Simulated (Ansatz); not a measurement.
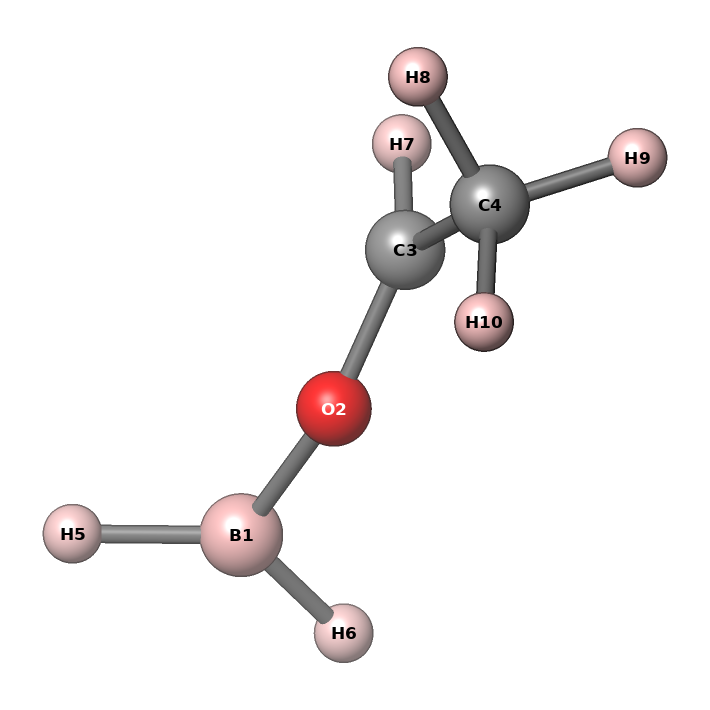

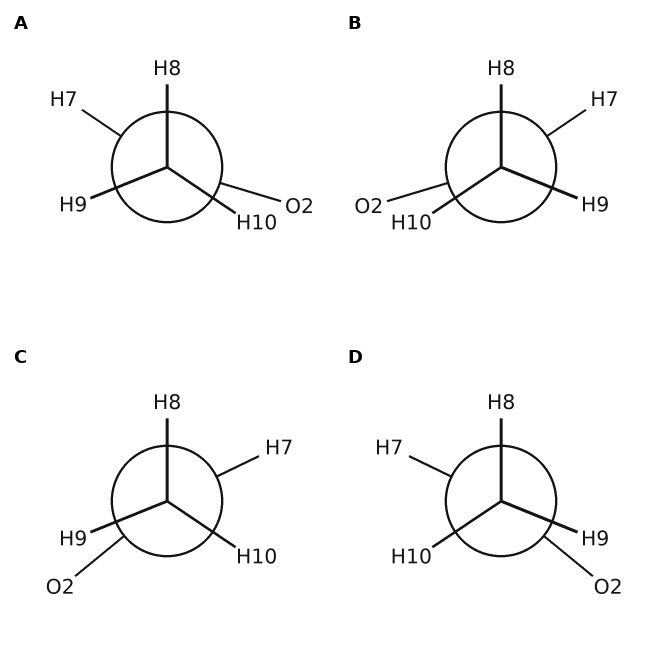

Depth is shown by fading: the farther an atom, the more it takes the colour of the background. Bonds that would overlap in a projection are set slightly apart. The species has charge +1 and is a spin singlet. The geometry was computed by an optimisation with PBE0-D4/def2-TZVP. No frequency run is at hand to confirm it as a minimum.

Question: Which Newman projection shows the view along C4–C3, with C4 in front?

Answer: B. The torsion angle H8–C4–C3–O2 is −124°, anticlinal.
